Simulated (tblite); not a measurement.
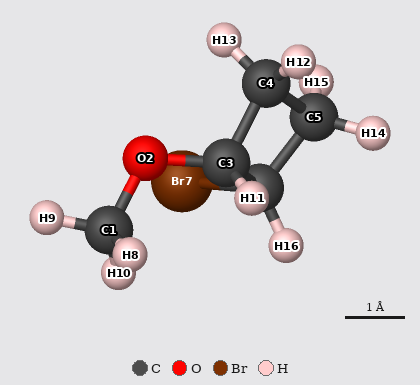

Fig. 1: The input geometry (ball-and-stick view, seen at a tilt; atoms are numbered from 1 in the order of the input). Bond lengths as drawn: Br–C 1.94 Å, C–C 1.53 to 1.55 Å, C–H 1.09 to 1.10 Å and C–O 1.39 to 1.41 Å.

# Molecular dynamics, with input and output: C$_{5}$H$_{9}$BrO (part 1 of 2)

System: C$_{5}$H$_{9}$BrO.
Method: GFN2-xTB Langevin dynamics, gas phase (tblite 0.8.0).

It belongs to a series of runs on one base structure; here: constitutional isomer.

Output
```
t/fs     T/K      E/eV
    0.0   325.3   -637.40849
   25.0   219.6   -637.06640
   50.0   236.4   -636.90991
   75.0   237.5   -636.87510
  100.0   331.0   -636.96269
  125.0   252.4   -636.73320
  150.0   352.8   -636.95247
  175.0   291.5   -636.65514
  200.0   356.3   -636.68933
  225.0   432.4   -636.72089
  250.0   357.5   -636.62415
  275.0   288.4   -636.80892
  300.0   293.5   -636.83597
  325.0   365.4   -637.02758
  350.0   297.3   -636.78232
  375.0   336.8   -636.82593
  400.0   238.5   -636.68129
  425.0   372.3   -636.80471
  450.0   322.6   -636.81860
  475.0   314.9   -636.65502
  500.0   388.3   -636.59023
  525.0   447.4   -636.64765
  550.0   462.8   -636.54757
  575.0   468.6   -636.72901
  600.0   348.7   -636.40692
  625.0   384.2   -636.55835
  650.0   423.7   -636.84285
  675.0   377.4   -636.81370
  700.0   295.8   -636.54840
  725.0   384.5   -636.84389
  750.0   325.1   -636.78810
  775.0   468.0   -636.95371
  800.0   467.0   -636.95357
  825.0   332.0   -636.56916
  850.0   269.3   -636.47475
  875.0   310.8   -636.53505
  900.0   491.2   -636.77337
  925.0   537.7   -636.74545
  950.0   422.5   -636.44463
  975.0   434.9   -636.74134
 1000.0   320.9   -636.71493
```

Trajectory as extended XYZ (Å, eV, eV/Å), 29 of the 41 frames kept, from step=0 to step=40
```
16
Properties=species:S:1:pos:R:3:forces:R:3 step=0 time_fs=0.0 energy=-637.40849 temperature=325.3
C     2.0444    0.3082    1.2272    0.0016  -0.0023   0.0008
O     1.3945   -0.3296    0.1533    0.0022  -0.0015  -0.0063
C     0.0102   -0.3823    0.2707   -0.0006  -0.0001   0.0013
C    -0.6804   -1.1895   -0.8392    0.0005  -0.0009   0.0002
C    -1.7035   -0.0562   -1.0087   -0.0015  -0.0028  -0.0024
C    -0.8094    0.8592   -0.1672   -0.0060  -0.0021   0.0009
Br    0.2493    2.0789   -1.2479    0.0004   0.0013   0.0058
H     1.8524   -0.2193    2.1699   -0.0019   0.0032   0.0014
H     3.1075    0.2768    1.0000    0.0005  -0.0005   0.0005
H     1.7300    1.3518    1.3326    0.0023   0.0006  -0.0032
H    -0.2873   -0.6997    1.2827   -0.0024  -0.0040  -0.0003
H    -1.0667   -2.1645   -0.5558    0.0030   0.0026   0.0043
H    -0.0186   -1.2920   -1.6959    0.0049  -0.0012  -0.0001
H    -2.6524   -0.2609   -0.5144   -0.0009   0.0044  -0.0003
H    -1.8956    0.2692   -2.0284   -0.0026   0.0013  -0.0007
H    -1.2820    1.4591    0.6096    0.0004   0.0020  -0.0018
16
Properties=species:S:1:pos:R:3:forces:R:3 step=1 time_fs=25.0 energy=-637.06640 temperature=219.6
C     2.0660    0.2584    1.2722    0.1263  -0.5527  -0.5863
O     1.3640   -0.3074    0.1525    0.1441  -0.2440   0.6883
C    -0.0339   -0.4237    0.2878    0.7838   0.8841  -0.7651
C    -0.6606   -1.2285   -0.8820   -0.6038   1.6508   0.3224
C    -1.7343   -0.0468   -1.0211   -0.0443  -1.7012   0.4393
C    -0.8264    0.8746   -0.2048   -0.6679  -0.7286   1.8234
Br    0.2462    2.0421   -1.2671    0.1306   0.0920  -0.0635
H     2.0841   -0.4346    2.1752    0.0249   0.6636  -1.0735
H     3.0914    0.4535    0.8561   -0.9064  -0.2296   0.6814
H     1.5757    1.1964    1.5306    0.1989   0.1269   0.2569
H    -0.2819   -0.7679    1.3081   -0.2459   0.1908  -0.3877
H    -0.9907   -2.2183   -0.6059   -0.2563  -0.0855  -0.1402
H     0.0185   -1.2599   -1.7428   -0.2008   0.0183   0.3487
H    -2.6895   -0.3120   -0.5078    0.7517   0.2460  -0.0582
H    -2.0180    0.2175   -2.0282    0.2863   0.2913  -0.2696
H    -1.3025    1.4794    0.6447    0.4788  -0.6222  -1.2165
16
Properties=species:S:1:pos:R:3:forces:R:3 step=3 time_fs=75.0 energy=-636.87510 temperature=237.5
C     1.8611    0.3916    1.3163   -2.2672  -1.1649   0.2609
O     1.2197   -0.3508    0.2816    0.7611   0.2570  -0.7433
C    -0.1657   -0.3938    0.3354    0.9527   1.2010   0.8848
C    -0.8336   -1.1947   -0.7527   -0.4637  -1.0985   0.6326
C    -1.8170   -0.0664   -0.9509   -0.7885  -0.8133  -3.7368
C    -0.9552    0.8632   -0.2230    1.4064   0.6312   1.6315
Br    0.1780    1.9950   -1.3203   -0.0704  -0.0039   0.0825
H     1.7230   -0.1696    2.2395    0.3829  -0.2879   0.4098
H     2.8535    0.4846    1.0345    1.6706   0.2604  -0.3651
H     1.3618    1.3210    1.4997   -0.0848   0.9303  -0.2444
H    -0.3655   -0.6290    1.4160   -0.8508   0.0084  -0.7566
H    -1.1967   -2.1560   -0.4058   -0.2841  -0.1914  -0.0889
H    -0.2458   -1.3558   -1.6272    0.7629   0.0006  -0.3550
H    -2.7222   -0.2015   -0.4639   -1.7681  -0.3593   1.0262
H    -2.0986    0.0739   -2.0707    0.6162   0.3300   1.6394
H    -1.4227    1.4635    0.5616    0.0248   0.3004  -0.2778
16
Properties=species:S:1:pos:R:3:forces:R:3 step=4 time_fs=100.0 energy=-636.96269 temperature=331.0
C     1.7454    0.5286    1.3218   -1.1910   0.1383  -0.1403
O     1.2178   -0.3343    0.3180   -0.3559   0.6127  -0.7771
C    -0.2108   -0.3482    0.3259    1.9457  -1.2196   1.4876
C    -0.9874   -1.2261   -0.6676    1.7968  -0.0795  -0.8594
C    -1.9024   -0.0518   -0.8918   -1.8318   0.0472   0.1570
C    -0.9297    0.8643   -0.1524   -0.2531   0.0972  -1.4976
Br    0.1279    1.9799   -1.3611   -0.0578  -0.0652   0.0717
H     1.2709    0.1461    2.2221    0.3909   0.1484   0.8572
H     2.8186    0.4021    1.3238    0.0126   0.0953  -0.0340
H     1.4374    1.6234    1.2557    0.4741  -1.1573  -0.3915
H    -0.4484   -0.5941    1.4046   -0.4369   0.1441  -0.6787
H    -1.3404   -2.1491   -0.2487   -0.2980  -0.2937  -0.0696
H    -0.4212   -1.4018   -1.6274   -0.2333  -0.1319   1.1596
H    -2.8678   -0.1523   -0.3264    0.6594   0.2115  -0.5491
H    -2.1136    0.1194   -1.9521   -0.0678   0.3429   0.3345
H    -1.3369    1.4855    0.5850   -0.5540   1.1096   0.9296
16
Properties=species:S:1:pos:R:3:forces:R:3 step=6 time_fs=150.0 energy=-636.95247 temperature=352.8
C     1.8897    0.5476    1.1666   -0.2289  -0.3132   0.4323
O     1.1292   -0.3647    0.4022   -0.6235  -0.3913  -0.3755
C    -0.2801   -0.3197    0.5169    0.7495   1.1796   0.1195
C    -1.0563   -1.2997   -0.3659   -1.1870   1.1576   0.7816
C    -2.0850   -0.1598   -0.7210    1.3027  -0.1894   0.9708
C    -1.0198    0.8959   -0.1674   -1.5815  -1.1042   0.2782
Br    0.0512    1.8973   -1.4385   -0.2031  -0.3881  -0.1146
H     1.3617    0.9150    2.0691    0.0004   0.1620  -0.6620
H     2.7487    0.0133    1.5399    0.4049  -0.5060   0.1563
H     2.2941    1.3090    0.5149   -0.2893   0.6424   0.0283
H    -0.5058   -0.3266    1.5884   -0.4386  -0.1781   0.0818
H    -1.4322   -2.2241    0.0784    0.0608   0.3188  -0.0147
H    -0.4952   -1.4807   -1.2223    1.0996  -0.6567  -1.3355
H    -3.0143   -0.3039   -0.1452    0.5244   0.6474   0.0195
H    -2.3471   -0.0195   -1.7485    0.0048  -0.1389  -0.6049
H    -1.5127    1.6672    0.4375    0.4048  -0.2419   0.2391
16
Properties=species:S:1:pos:R:3:forces:R:3 step=7 time_fs=175.0 energy=-636.65514 temperature=291.5
C     1.9927    0.5252    1.0521    0.5717   0.8312   0.1111
O     1.0827   -0.3663    0.5428   -0.6492  -1.5116  -0.9315
C    -0.2885   -0.2472    0.5866    0.1960   1.1516   0.7954
C    -0.9711   -1.2947   -0.2694   -0.1618   0.6205  -1.8853
C    -1.9932   -0.2323   -0.7012    2.6829   0.8332  -3.2962
C    -1.0804    0.9066   -0.1858   -0.9693  -0.5157   0.9869
Br   -0.0076    1.8609   -1.4638   -0.0378  -0.0798  -0.2329
H     1.7365    1.1214    1.9423   -0.3516  -0.2747  -0.2524
H     2.8430   -0.0973    1.2724    0.5599  -0.1527   0.3763
H     2.2732    1.1573    0.2216    0.3351   0.8547  -0.0004
H    -0.5659   -0.2400    1.6534   -0.5529  -0.0357  -0.0210
H    -1.4221   -2.1440    0.1671   -0.0667  -0.8666   0.6886
H    -0.3668   -1.6029   -1.1763   -0.3118   0.3170   1.2563
H    -2.9009   -0.2472   -0.2615   -2.6836  -0.1543   1.7387
H    -2.1901   -0.1433   -1.8057    0.2371  -0.3082   0.7263
H    -1.7195    1.6813    0.3411    1.2020  -0.7087  -0.0599
16
Properties=species:S:1:pos:R:3:forces:R:3 step=9 time_fs=225.0 energy=-636.72089 temperature=432.4
C     1.9393    0.6262    1.0337   -1.1436  -0.4945  -1.2176
O     1.0741   -0.4901    0.6334    0.3460   0.6283   0.0354
C    -0.3358   -0.3011    0.6611    1.6230  -1.5036   1.6740
C    -1.1470   -1.3464   -0.1020   -0.6193  -1.4796  -0.6818
C    -1.9449   -0.1802   -0.7234   -1.9939  -0.0879   1.5127
C    -0.9985    0.8247   -0.0476   -0.3444   0.3941  -1.1413
Br   -0.0738    1.7245   -1.4870    0.6023   0.3246  -0.3696
H     1.7501    0.9257    2.0434   -0.0710  -0.0931   0.8397
H     2.9771    0.2811    0.9033   -0.6531   0.1645  -0.0644
H     1.6886    1.5045    0.3997    0.6059  -0.4803   0.2291
H    -0.6878   -0.3487    1.7212    0.2545   0.4157  -0.1632
H    -1.7355   -2.1508    0.4358    0.5604   1.2892   0.0539
H    -0.5991   -1.9766   -0.8413    0.0180   0.9221   0.2863
H    -3.0584   -0.0682   -0.4118    1.7025  -0.3473  -0.3465
H    -1.8947   -0.2025   -1.7844   -0.1379   0.2262  -0.7928
H    -1.2793    1.6404    0.5977   -0.7492   0.1217   0.1462
16
Properties=species:S:1:pos:R:3:forces:R:3 step=10 time_fs=250.0 energy=-636.62415 temperature=357.5
C     1.7798    0.5919    1.1777   -0.6137   0.3706  -2.1960
O     1.0911   -0.5092    0.5556   -1.0456   1.3210  -0.6079
C    -0.3093   -0.3327    0.7038   -0.7739   0.3521  -0.8922
C    -1.2964   -1.3410    0.0600   -0.0772   1.4319   0.6380
C    -2.1676   -0.2400   -0.5515    0.2802   0.3247   1.8946
C    -1.1365    0.8280   -0.1248    1.1024  -1.0294   0.0580
Br   -0.1143    1.7408   -1.5580   -0.2205  -0.4746   0.2072
H     1.5621    0.5338    2.1767   -0.3929   0.0300   2.8122
H     2.8219    0.4240    1.0212    0.6094  -0.0029  -0.3145
H     1.4773    1.6406    0.8388    0.3010  -1.3996  -0.0844
H    -0.5138   -0.3377    1.7704   -0.2247   0.7233   0.4060
H    -1.7585   -2.0443    0.6983   -0.6685  -0.3539   1.1684
H    -0.8635   -1.9240   -0.6507    1.5920  -1.4015  -2.3396
H    -3.0731   -0.0593    0.0299   -0.1105  -0.0665   0.1437
H    -2.4990   -0.4089   -1.5383    0.2359   0.1960  -1.2547
H    -1.5460    1.6593    0.4321    0.0067  -0.0213   0.3612
16
Properties=species:S:1:pos:R:3:forces:R:3 step=11 time_fs=275.0 energy=-636.80892 temperature=288.4
C     1.6751    0.4298    1.2825    0.2790   0.4943   1.5196
O     0.9477   -0.4709    0.5261    2.1573   0.1402  -1.0400
C    -0.3332   -0.2405    0.7154   -2.6393  -0.3065  -0.8238
C    -1.2416   -1.3567    0.1785   -0.3063   0.1764  -0.0110
C    -2.2124   -0.2687   -0.3195    0.4802  -0.2169  -2.6992
C    -1.1290    0.8124   -0.1499   -0.2264   0.6783   1.5483
Br   -0.1878    1.7428   -1.5912   -0.0503  -0.7267  -0.3557
H     1.4250    0.1681    2.3393    0.5491   0.4013  -0.0888
H     2.7161    0.2827    1.0911    0.6291  -0.1218  -0.0859
H     1.4413    1.5115    1.1677   -0.1068  -0.5900  -0.3762
H    -0.5633   -0.0493    1.7537   -0.2223   0.2223   0.7739
H    -1.5731   -2.0976    0.9103   -0.1866   0.2925  -0.0837
H    -0.7602   -1.8914   -0.6341    0.0786   0.0688  -0.1033
H    -3.0845   -0.1288    0.2798   -0.3852   0.2282   0.3405
H    -2.5160   -0.3866   -1.4150    0.1345   0.0088   1.3469
H    -1.4336    1.7247    0.4091   -0.1845  -0.7492   0.1384
16
Properties=species:S:1:pos:R:3:forces:R:3 step=13 time_fs=325.0 energy=-637.02758 temperature=365.4
C     1.7198    0.2919    1.5392    0.8459  -1.1986   0.8074
O     0.8492   -0.2754    0.6142   -1.2699  -0.3333  -0.1280
C    -0.5650   -0.1199    0.8018    1.2814   0.2374  -0.4118
C    -1.4172   -1.2392    0.1621    1.0354  -0.4049   0.4618
C    -2.2908   -0.1534   -0.4504   -1.4271  -0.5881   1.2192
C    -1.3475    0.9581   -0.0350    0.9626  -1.8413  -0.3442
Br   -0.3633    1.6206   -1.5088    0.5256   0.4182  -0.5324
H     1.5442    0.0822    2.6225   -0.5589  -0.0205  -0.6249
H     2.7091   -0.1611    1.3527   -0.3068   0.0742  -0.2306
H     1.8209    1.3310    1.4054   -0.0069   1.5144  -0.1246
H    -0.7638    0.0686    1.8422   -0.1695  -0.1758   0.7033
H    -1.8373   -1.9406    0.9042   -0.0384   0.3769  -0.4450
H    -0.8302   -1.8365   -0.5775   -0.4205   0.6049   0.5264
H    -3.2644   -0.0700    0.0601    0.1939   0.0173  -0.0664
H    -2.4924   -0.3568   -1.4623   -0.1103   0.3154  -1.3981
H    -1.7287    1.7660    0.5179   -0.5365   1.0039   0.5881
16
Properties=species:S:1:pos:R:3:forces:R:3 step=14 time_fs=350.0 energy=-636.78232 temperature=297.3
C     1.5829    0.2193    1.6509    0.5300   0.8729   1.0031
O     0.6977   -0.1110    0.6530   -1.7276  -0.5272   0.3094
C    -0.7108   -0.0347    0.9339    1.1105   1.3177  -0.0172
C    -1.4617   -1.1418    0.2553   -0.3733  -0.0807   0.8555
C    -2.3683   -0.1781   -0.4772   -0.7589   0.8942   4.4444
C    -1.4795    0.9817    0.0516    0.1868  -0.8348  -1.2365
Br   -0.4337    1.5636   -1.5038    0.1464   0.3738   0.4403
H     1.2796    0.0647    2.7074   -0.5144  -0.0586  -0.5213
H     2.4486   -0.4116    1.5324    0.5300  -0.0652  -0.3008
H     1.8504    1.2866    1.5576    0.2230  -0.1645   0.1029
H    -0.9580    0.1529    1.9953    0.4201  -0.2557  -0.2364
H    -1.8395   -1.8725    0.9261   -0.7591  -0.6290   0.4502
H    -0.8107   -1.6000   -0.4025    1.3635  -1.1409  -1.4221
H    -3.3695   -0.1510   -0.0132    0.1807   0.0589  -0.4840
H    -2.3661   -0.3161   -1.4676   -0.4018  -0.2939  -3.4732
H    -1.9436    1.8187    0.5286   -0.1559   0.5330   0.0859
16
Properties=species:S:1:pos:R:3:forces:R:3 step=16 time_fs=400.0 energy=-636.68129 temperature=238.5
C     1.3639    0.1530    1.9108   -0.4228   1.0974   0.5410
O     0.6093   -0.1057    0.7341   -0.7753   0.3187   0.9013
C    -0.8010    0.0446    0.9633   -0.0997  -0.8099   0.1130
C    -1.7609   -1.1760    0.6194    1.4422  -1.0836   0.3993
C    -2.5668   -0.2900   -0.3254    1.4972  -0.3683  -1.8754
C    -1.5664    0.8723   -0.1266   -0.5847   0.8567   2.1919
Br   -0.4419    1.5349   -1.4844    0.3010  -0.1152  -0.7797
H     1.1169   -0.5518    2.6864   -0.1548  -0.7704   0.3358
H     2.4595    0.0748    1.7628   -0.8385   0.3659  -0.4479
H     1.0407    1.1557    2.3917    0.8520  -0.9317  -0.9803
H    -0.9948    0.3771    2.0250    0.1972  -0.0154  -1.0308
H    -2.2439   -1.6801    1.5026    0.2343   0.8090  -0.8488
H    -1.2182   -2.0082    0.0669   -0.4513   1.0419   0.6160
H    -3.5373   -0.0279    0.0428   -0.5561  -0.0886  -0.3772
H    -2.4759   -0.7072   -1.4082   -0.8650   0.8002   1.7142
H    -2.0145    1.8197    0.3283    0.2242  -1.1067  -0.4725
16
Properties=species:S:1:pos:R:3:forces:R:3 step=17 time_fs=425.0 energy=-636.80471 temperature=372.3
C     1.2677    0.0620    1.9254   -0.4652   0.7660  -0.3269
O     0.4379   -0.0995    0.7494    3.6576   0.0691   0.5667
C    -0.8397    0.0658    1.0216   -2.7421   0.9155   0.2860
C    -1.7520   -1.1359    0.7452   -1.0033  -0.7976   1.5295
C    -2.5372   -0.3358   -0.3337    0.8190  -0.7056   0.8511
C    -1.6582    0.8719   -0.0713    1.1887  -0.4615   0.0850
Br   -0.4445    1.5098   -1.5183   -0.4877  -0.3048   0.3245
H     1.0444   -0.7120    2.6391   -0.0118  -0.6741   0.2443
H     2.3378    0.0309    1.6786   -0.5775   0.1747  -0.1972
H     0.9659    1.0140    2.4444    0.6369  -0.4324  -0.5696
H    -0.9901    0.4590    2.0688   -0.1252  -0.0088  -0.8035
H    -2.3061   -1.3230    1.7088    0.0269  -0.1229  -1.0614
H    -1.2556   -2.1039    0.4844   -0.3558   1.0273  -0.1775
H    -3.5948   -0.1749   -0.1423    0.0794  -0.1081  -0.1482
H    -2.3220   -0.7905   -1.2655   -0.3223  -0.2524  -1.0917
H    -2.1956    1.7318    0.2294   -0.3176   0.9157   0.4889
16
Properties=species:S:1:pos:R:3:forces:R:3 step=19 time_fs=475.0 energy=-636.65502 temperature=314.9
C     1.3560   -0.1600    1.8144   -1.1531  -0.3982   0.3675
O     0.3687   -0.0638    0.8251    0.1859  -0.4106  -2.4105
C    -0.9778    0.2287    1.0577   -0.3229  -1.4394   0.2894
C    -1.9571   -1.0692    0.8698    2.0369   1.8869   0.3767
C    -2.3515   -0.4597   -0.4671   -0.8625  -1.5989  -1.5625
C    -1.6933    0.8829   -0.1460    0.7217  -1.0200   0.0538
Br   -0.4084    1.4196   -1.4988   -0.2297   0.3388   0.0422
H     1.0923   -1.0411    2.4461    0.7645   0.5154  -0.1041
H     2.3522   -0.1585    1.3715   -0.3441  -0.6662  -0.3270
H     1.3208    0.7587    2.3443   -0.0312   0.8512   1.3363
H    -1.0138    0.7706    1.9717   -0.5791   0.5666   1.0866
H    -2.7495   -1.1939    1.5519   -0.8798   0.3565   0.9245
H    -1.3295   -1.9374    0.9749    0.0847  -0.4988  -0.7525
H    -3.4612   -0.4879   -0.6843    1.0810   0.3202   0.2663
H    -1.8665   -1.0765   -1.3047   -0.4713   1.2475   0.8653
H    -2.3262    1.7084    0.1790   -0.0008  -0.0508  -0.4520
16
Properties=species:S:1:pos:R:3:forces:R:3 step=20 time_fs=500.0 energy=-636.59023 temperature=388.3
C     1.1492   -0.2212    1.8736    0.2330   1.8900   0.3524
O     0.3734    0.0062    0.7694   -0.9998  -0.5685  -1.3923
C    -0.9985    0.1783    1.0626    1.1524   1.0418  -1.4238
C    -1.9270   -0.9689    0.8805   -0.9069  -1.3532   1.5798
C    -2.2425   -0.5284   -0.5358   -0.2672  -1.8889  -0.4819
C    -1.6052    0.8185   -0.2051   -1.4646   0.6901  -0.0890
Br   -0.3287    1.3788   -1.4691    0.4690   0.5117  -0.4942
H     0.8382   -1.1264    2.3523    0.0348  -0.3086   0.8824
H     2.1357   -0.2800    1.4724    0.8951  -0.3350  -0.0025
H     1.0953    0.7569    2.4633    0.1417  -1.3948   0.3233
H    -1.0105    0.6284    2.0085   -0.5668   1.2754   1.4437
H    -2.8149   -0.8271    1.5612    0.7373  -0.2702  -0.5605
H    -1.4640   -1.9355    1.1327   -0.3423   0.0721  -0.5230
H    -3.3003   -0.5248   -0.7119   -0.6644   0.3314  -0.2598
H    -1.8503   -1.2762   -1.2971    0.2376   1.4860   0.6222
H    -2.4024    1.6522   -0.0874    1.3111  -1.1793   0.0231
16
Properties=species:S:1:pos:R:3:forces:R:3 step=21 time_fs=525.0 energy=-636.64765 temperature=447.4
C     1.0444   -0.3003    2.0335   -0.3318   2.2504  -1.0458
O     0.3755    0.0698    0.8136   -0.9787  -1.0102   0.4286
C    -1.0479    0.2457    0.9825    1.5885  -0.0598  -0.0061
C    -1.9907   -0.9652    0.8844   -0.9709  -0.0197   1.3603
C    -2.2941   -0.5603   -0.5883    0.4051  -0.5683   1.1867
C    -1.6230    0.7648   -0.3037   -0.8249   1.2806  -0.7168
Br   -0.2434    1.4117   -1.4970   -0.0549  -0.0023  -0.3450
H     0.5464   -1.1724    2.4575    0.0573   0.5071   0.5684
H     2.0111   -0.5736    1.6461    0.5395  -0.0898   0.3104
H     1.1243    0.7303    2.6226   -0.2097  -2.3762  -0.3134
H    -1.0846    0.8466    1.8631   -0.7722   0.6801   0.8345
H    -2.8817   -0.7993    1.6632    1.7130  -0.6200  -1.7262
H    -1.4836   -1.9461    1.0369   -0.6730   0.6518  -0.0703
H    -3.3012   -0.5807   -0.9400   -0.7156   0.2561   0.0080
H    -1.7242   -1.1941   -1.2186    0.6531  -0.4870  -0.7670
H    -2.3700    1.5909   -0.2532    0.5752  -0.3929   0.2938
```
